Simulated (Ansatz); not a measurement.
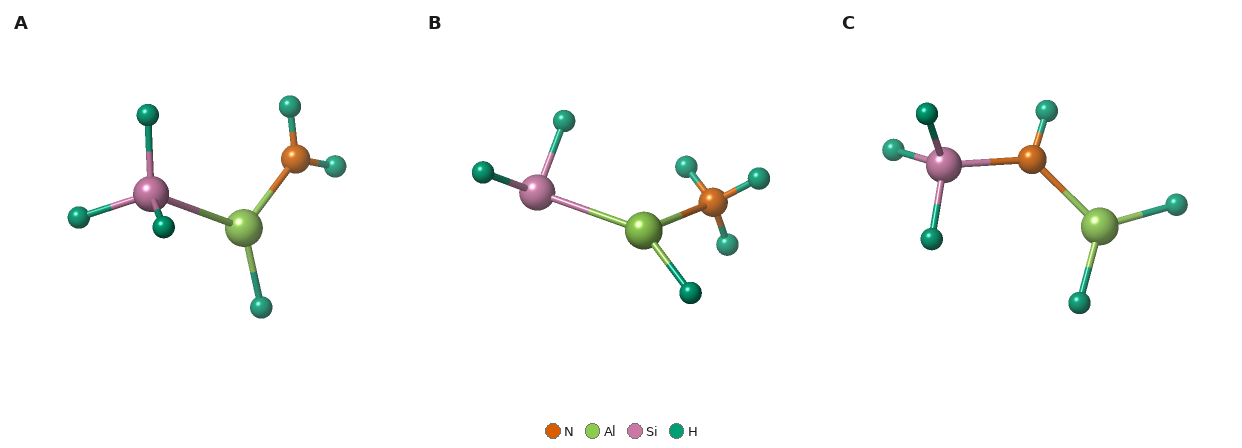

3 stationary structures of one formula. Geometries: PBE0-D4/def2-TZVP. Electronic energies: PBE0-D4/def2-TZVP (Ansatz 0.2.0), without zero-point energy. No frequency run is at hand to confirm each as a minimum. Each is one conformer, not always the lowest.

Rank them by energy, lowest first.

Answer. C is lowest; A lies 32.4 kJ/mol above it, B lies 185.6 kJ/mol above it.
